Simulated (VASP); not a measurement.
Band structure of V2N (sg162). Method: LDA (Ceperley-Alder, Perdew-Zunger), VASP's LDA PAW potentials (set 64) (plane waves; VASP).

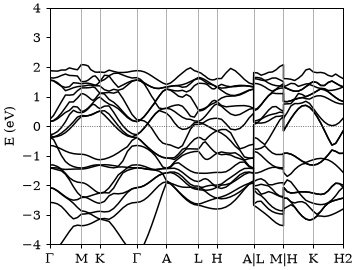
Figure: Bands along high-symmetry lines, zero at the valence-band maximum or, without a gap, the Fermi level

**Question.** Read the plot: is there a gap, and where are the band edges?

**Answer.** It has no gap at this level: it comes out as a metal or semimetal. (Edges off the drawn lines would not show.)

The compound is V2N in the sg162 structure. It was relaxed first, which changed the volume by -6 %. The run is not spin-polarised, so no magnetic state was tried. The electron count is odd and the run is not spin-polarised, which forces a metal.
